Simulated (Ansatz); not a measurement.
# Work function of Ba(111): what the settings cost and change, part 2 of 2

How far do functional and pseudopotentials move the work function of Ba(111), and at what cost?

Ansatz 0.2.0; plane-wave DFT, PBE, Ansatz PAW (the session's first sound run).

So far, work function, upper face (eV): step 2 (run, setting PBE, Ansatz PAW (420 eV)) 2.39; step 4 (PBEsol) 2.43; step 5 (RPBE) 2.29; step 6 (r2SCAN) 2.38; step 7 (PBE JTH) 2.40.

## (8) Slab

This step: plane-wave DFT, PBE, norm-conserving (Ansatz 0.2.0).

File input.yaml:

```yaml
crystal:
  lattice:
    - [7.0993520831, 0.0, 0.0]
    - [3.5496760416, 6.1482192544, 0.0]
    - [0.0, 0.0, 32.4914917567]
  atoms:
    - { symbol: Ba, position: [0.6666666667, 0.6666666667, 0.2769955922] }
    - { symbol: Ba, position: [0.0, 0.0, 0.3215964737] }
    - { symbol: Ba, position: [0.3333333333, 0.3333333333, 0.3661973553] }
    - { symbol: Ba, position: [0.6666666667, 0.6666666667, 0.4107982369] }
    - { symbol: Ba, position: [0.0, 0.0, 0.4553991184] }
    - { symbol: Ba, position: [0.3333333333, 0.3333333333, 0.5] }
    - { symbol: Ba, position: [0.6666666667, 0.6666666667, 0.5446008816] }
    - { symbol: Ba, position: [0.0, 0.0, 0.5892017631] }
    - { symbol: Ba, position: [0.3333333333, 0.3333333333, 0.6338026447] }
    - { symbol: Ba, position: [0.6666666667, 0.6666666667, 0.6784035263] }
    - { symbol: Ba, position: [0.0, 0.0, 0.7230044078] }
kpoints:
  mp_grid: { grid: [7, 7, 1] }
hamiltonian:
  xc: pbe
  pseudopotentials: { kind: nc }
scf:
  occupations: { method: fermi_dirac, width: 0.1 }
  convergence: { dr2_threshold: 1.0e-09 }
efield:
  axis: 3
  dipole_correction: true
  ramp_position: 0.97
  ramp_width: 0.06
output:
  write_potential: true
  write_density: true
  volumetric_format: npy
```

The run is started by

```sh
$ ansatz run input.yaml --threads 4 --pin off --max-ram 6144MiB --backend cpu --events-out ev --progress --plain --runs-dir out
```

Numbers of over 12 decimals in the logs are rounded to 6 here.

Log:

```text
[...]
Crystal: 11 atoms, lattice volume = 1418.201 Å³
Basis set: ecut = 770 eV, 68805 PW (Γ)
Bands: 66, of which v1, the nominal top of the filled ones, is band 55 counted from 1 (54 counted from 0)
Symmetry: 6 space group operations
k-points: 8 of 49 (time reversal used)
[...]
k-point 0: bands = [... 51 lower, 1.5504, 1.5504, 1.8996, 1.8996, 1.9581, 1.9802, 2.0547, 2.1877, ... 18 higher]
  k-point 1: bands = [... 51 lower, 1.5260, 1.6049, 1.6202, 1.7301, 1.8598, 1.9527, 1.9732, 2.1232, ... 18 higher]
  k-point 2: bands = [... 51 lower, 1.4118, 1.4777, 1.5636, 1.5775, 1.8110, 1.8192, 1.9021, 2.1020, ... 18 higher]
  k-point 7: bands = [... 51 lower, 1.2002, 1.2909, 1.4174, 1.4716, 1.8483, 1.8731, 2.0891, 2.1590, ... 18 higher]
[key lines of the parts left out:]
SCF converged after 14 iterations
Free energy (F): -8374.853420 eV
Fermi energy:    1.732299 eV
Dipole field:    D = -0.000000 V/Å  (p = -0.000000 e·Å, saw-weighted, corrected)
Work function:   Φ+ = 2.3934 eV   Φ− = 2.3934 eV
```

Run time: 5.2 min. Hardware: 4 threads of Arm Neoverse N1, shared host; peak memory 5.1 GiB.

The work function is 2.393 eV, -0.000 eV from the run “PBE, Ansatz PAW (420 eV)”, at 2.5 times its CPU time.

## (9) Run

This step: plane-wave DFT, LDA, norm-conserving (Ansatz 0.2.0).

input.yaml: that of step 8 with these lines changed.

```diff
@@ -20,3 +20,3 @@
 hamiltonian:
-  xc: pbe
+  xc: lda
   pseudopotentials: { kind: nc }
```

Log:

```text
[...]
Crystal: 11 atoms, lattice volume = 1418.201 Å³
Basis set: ecut = 770 eV, 68805 PW (Γ)
Bands: 66, of which v1, the nominal top of the filled ones, is band 55 counted from 1 (54 counted from 0)
Symmetry: 6 space group operations
k-points: 8 of 49 (time reversal used)
[...]
k-point 0: bands = [... 51 lower, 1.3647, 1.3647, 1.7162, 1.7162, 1.7218, 1.7529, 1.8698, 1.9982, ... 18 higher]
  k-point 1: bands = [... 51 lower, 1.3363, 1.3983, 1.4343, 1.5169, 1.6492, 1.7671, 1.7717, 1.9131, ... 18 higher]
  k-point 2: bands = [... 51 lower, 1.2148, 1.2914, 1.3623, 1.3789, 1.6159, 1.6328, 1.6944, 1.9095, ... 18 higher]
  k-point 7: bands = [... 51 lower, 0.9822, 1.0717, 1.2033, 1.2647, 1.6720, 1.6951, 1.9014, 1.9591, ... 18 higher]
[key lines of the parts left out:]
SCF converged after 13 iterations
Free energy (F): -8401.542347 eV
Fermi energy:    1.537014 eV
Dipole field:    D = 0.000000 V/Å  (p = 0.000001 e·Å, saw-weighted, corrected)
Work function:   Φ+ = 2.5542 eV   Φ− = 2.5542 eV
```

The job ended after 5 min (4 threads; peak memory 4.9 GiB).

The work function is 2.554 eV, +0.160 eV from the run “PBE, Ansatz PAW (420 eV)”, at 2.4 times its CPU time.

## (10) Run, setting PBE, all layers relaxed

This step: plane-wave DFT, PBE, Ansatz PAW (Ansatz 0.2.0).

input.yaml: that of step 9 with these lines changed.

```diff
@@ -20,4 +20,3 @@
 hamiltonian:
-  xc: lda
-  pseudopotentials: { kind: nc }
+  xc: pbe
 scf:
@@ -30,2 +29,5 @@
   ramp_width: 0.06
+relax:
+  f_tol: 0.01
+  max_steps: 40
 output:
```

Log:

```text
[...]
Crystal: 11 atoms, lattice volume = 1418.201 Å³
Basis set: ecut = 420 eV, 27739 PW (Γ), exchange–correlation on 96×96×450 points (8 copies of the dense FFT grid, shifted against one another)
Bands: 66, of which v1, the nominal top of the filled ones, is band 55 counted from 1 (54 counted from 0)
Symmetry: 6 space group operations
[...]
- { symbol: Ba, position: [4.925427101497766e-19, 0, 0.458307] }
    - { symbol: Ba, position: [0.333333, 0.333333, 0.500000] }
    - { symbol: Ba, position: [0.666667, 0.666667, 0.541693] }
    - { symbol: Ba, position: [4.071016285470923e-19, 0, 0.591605] }
    - { symbol: Ba, position: [0.333333, 0.333333, 0.638634] }
    - { symbol: Ba, position: [0.666667, 0.666667, 0.670379] }
    - { symbol: Ba, position: [0, 0, 0.723165] }
[key lines of the parts left out:]
SCF converged after 8 iterations
Free energy (F): -65443.086167 eV
Fermi energy:    1.717603 eV
Dipole field:    D = -0.000000 V/Å  (p = -0.000000 e·Å, saw-weighted, corrected)
Work function:   Φ+ = 2.3662 eV   Φ− = 2.3662 eV
```

Run time: 4.9 min. Hardware: 4 threads; peak memory 2.5 GiB; 17 min of CPU time.

The relaxation took 4 steps and lowered the energy by 0.092 eV; the largest force on the free atoms ends at 0.0050 eV/Å.

The work function is 2.366 eV, -0.028 eV from the run “PBE, Ansatz PAW (420 eV)”, at 2.4 times its CPU time.

## (11) Slab

This step: plane-wave DFT, PBE, fully relativistic PAW with spin-orbit coupling (Ansatz 0.2.0).

input.yaml: that of step 10 with these lines changed.

```diff
@@ -21,2 +21,3 @@
   xc: pbe
+  pseudopotentials: { kind: paw_fr }
 scf:
@@ -29,5 +30,5 @@
   ramp_width: 0.06
-relax:
-  f_tol: 0.01
-  max_steps: 40
+magnetization:
+  noncollinear: true
+  spin_orbit: true
 output:
```

Log:

```text
[...]
non-collinear run that drives no moment, with spin-orbit: no starting moment large enough to seed its density (crystal.atoms[].spin), no starting occupations that ask for one, no magnetisation constraint and no magnetic field, so the semilocal B_xc is pinned to zero
Crystal: 11 atoms, lattice volume = 1418.201 Å³
[...]
k-point 1: bands = [... 106 lower, 1.5982, 1.5982, 1.7013, 1.7013, 1.8268, 1.8268, 1.9245, 1.9245, ... 40 higher]
  k-point 2: bands = [... 106 lower, 1.5395, 1.5395, 1.5521, 1.5521, 1.7812, 1.7812, 1.7960, 1.7960, ... 40 higher]
  k-point 7: bands = [... 106 lower, 1.3911, 1.3911, 1.4482, 1.4482, 1.8178, 1.8178, 1.8511, 1.8511, ... 40 higher]
[key lines of the parts left out:]
SCF converged after 14 iterations
Magnetization: |M| = 0.0000 μB,  M = (+0.0000, +0.0000, +0.0000) μB
Free energy (F): -65495.348809 eV
Fermi energy:    1.705778 eV
Dipole field:    D = -0.000000 V/Å  (p = -0.000001 e·Å, saw-weighted, corrected)
Work function:   Φ+ = 2.3952 eV   Φ− = 2.3952 eV
```

The job ended after 26 min (4 threads; peak memory 6.1 GiB).

The work function is 2.395 eV, +0.001 eV from the run “PBE, Ansatz PAW (420 eV)”, at 14 times its CPU time.

## (12) Comparing the runs

Times are for 4 threads of Arm Neoverse N1, shared host. The runs compared:

```tsv
no.	setting	work function, upper face (eV)	time	memory (GiB)
1	PBE, Ansatz PAW (420 eV)	2.394	2.2 min	2.6
2	LDA, Ansatz PAW (420 eV)	2.554	2.1 min	2.6
3	PBEsol, Ansatz PAW (420 eV)	2.427	2.1 min	2.6
4	RPBE, Ansatz PAW (420 eV)	2.295	2.2 min	2.6
5	r2SCAN, Ansatz PAW (500 eV)	2.379	4.3 min	5.2
6	PBE, JTH PAW (660 eV)	2.396	4 min	5.1
7	PBE, norm-conserving (770 eV)	2.393	5.2 min	5.1
8	LDA, norm-conserving (770 eV)	2.554	5 min	4.9
9	PBE, all layers relaxed	2.366	4.9 min	2.5
10	PBE with spin-orbit coupling (420 eV)	2.395	26 min	6.1
```

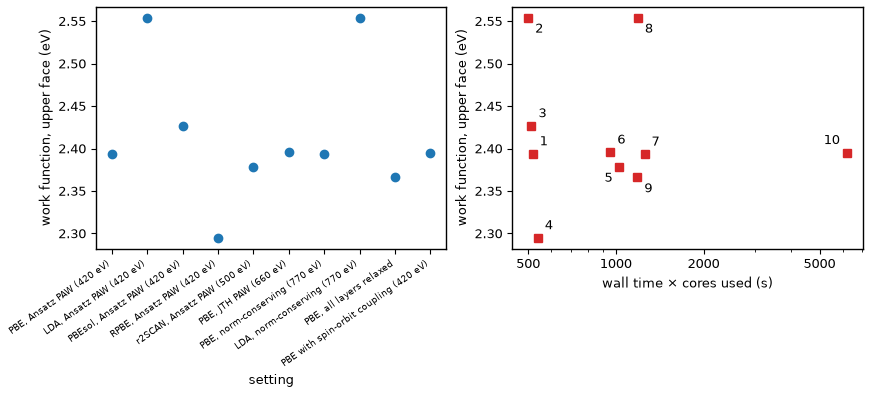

The series as plots; the last panel sets the first result against cost, with the runs numbered as in the table.

## (13) The same run with other settings

This step: plane-wave DFT, PBE, Ansatz PAW (Ansatz 0.2.0).

An input spoilt on purpose, to show how the run answers: it repeats the earlier run “PBE, Ansatz PAW (420 eV)” with efield.axis from 3 to 1, and scf.max_iter set to 75; its output block differs too.

input.yaml: that of step 11 with these lines changed.

```diff
@@ -21,3 +21,2 @@
   xc: pbe
-  pseudopotentials: { kind: paw_fr }
 scf:
@@ -25,4 +24,5 @@
   convergence: { dr2_threshold: 1.0e-09 }
+  max_iter: 75
 efield:
-  axis: 3
+  axis: 1
   dipole_correction: true
@@ -30,5 +30,2 @@
   ramp_width: 0.06
-magnetization:
-  noncollinear: true
-  spin_orbit: true
 output:
```

Log:

```text
Engine: ansatz 0.2.0, aarch64-unknown-linux-gnu
Pseudopotentials: kind: paw
Pseudopotential: Ba, paw, valence charge 10, recommended cutoff 420 eV (normal), Ba.paw.azcp
Functional definition: PBE
  parameter kappa = 0.804
  parameter beta = 0.066725
  exchange = pbe_x(kappa = kappa, mu = beta*pi^2/3)
  correlation = pbe_c(beta = beta)
Crystal: 11 atoms, lattice volume = 1418.201 Å³
Basis set: ecut = 420 eV, 27739 PW (Γ)
Bands: 66, of which v1, the nominal top of the filled ones, is band 55 counted from 1 (54 counted from 0)
Symmetry: 2 space group operations
k-points: 16 of 49 (time reversal used)
Non-local potential: Ba, projectors of the file, l = 0: 3, l = 1: 2, l = 2: 2, l = 3: 2
PAW form: soft (Blöchl's): semilocal exchange-correlation on the pseudo side does not see the compensation charge
PAW one-centre angular grid: Ba, 194 points (default); XC on 64 Gauss nodes
Initial density: superposition of atomic densities (neutral atoms: chi_scale 0, normalization atom), corrected by the library's trained network
Initial wavefunctions: pseudopotential atomic-orbital guess
Functional: x = pbe(κ = 0.804, μ = 0.219515), c = pbe(β = 0.066725)
Error: efield: ion 1 (Ba) at fractional coordinate 0.0000 along the field axis lies inside the sawtooth ramp with 2 of the planes that the density is read on at each end, [0.9283, 0.0717] — the ramp must sit in vacuum (an ion there feels the fictitious reversed slope); set or move the ramp (efield.ramp_position / ramp_width) or move the geometry
```

It took 0.69 s on 4 threads; peak memory 1.2 GiB.

The program refused the input before any cycle.

The program's message: “Error: efield: ion 1 (Ba) at fractional coordinate 0.0000 along the field axis lies inside the sawtooth ramp with 2 of the planes that the density is read on at each end, [0.9283, 0.0717] — the ramp m …”

The fault put into the input: the field along an axis without vacuum.

## (14) Outcome

```yaml
work_function_pbe_ansatz_paw_420_ev: 2.394 eV
work_function_lda_ansatz_paw_420_ev: 2.554 eV
work_function_rpbe_ansatz_paw_420_ev: 2.295 eV
work_function_r2scan_ansatz_paw_500_ev: 2.379 eV
work_function_pbe_all_layers_relaxed: 2.366 eV
work_function_pbe_with_spin_orbit_coupling_420_ev: 2.395 eV
```

In words: PBE on the default files gives 2.39 eV, and the settings tried spread the value from 2.29 to 2.55 eV. At one geometry LDA lies 0.16 eV above PBE. The choice of pseudopotentials moves the PBE value by 0.002 eV. Relaxing the layers changes it by -0.028 eV. Spin-orbit coupling, on the fully relativistic files, changes it by +0.00 eV. The ladder's slabs use the tabulated experimental lattice constant (two decimals; a low-temperature value for the alkali metals).

[Logs are printed without paths, hosts, clocks, repeated set-up lines and the standing remarks that a program may print on its own settings, such as how far it seeks lower states.]

[Hosts, paths, dates, database ids (printed as entryN), source tags and the programs' standing remarks are cut or masked in the printed files.]

[Maps of the electrostatic potential energy from Ansatz leave out the sawtooth potential of an applied field or a dipole correction, so their vacuum need not be flat; planar profiles and work functions include it.]
